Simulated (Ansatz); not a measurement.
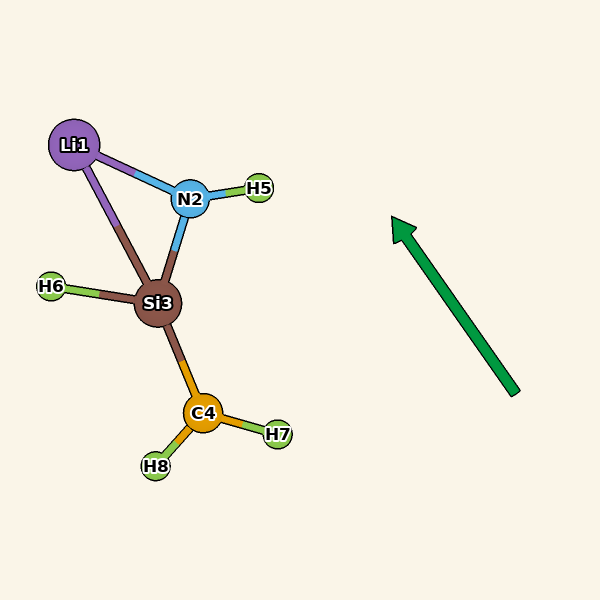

The arrow beside the molecule shows the direction of the dipole moment, from the negative to the positive end (its length means nothing). The geometry was computed by an optimisation with PBE0-D4/def2-TZVP. No frequency run is at hand to confirm it as a minimum. Level of theory: RKS PBE0-D4/def2-TZVP (Ansatz 0.2.0).

**Estimate the dipole moment.**

6.66 D; it points from the side of H7 to the side of Li1 (the outermost atoms at the two ends).
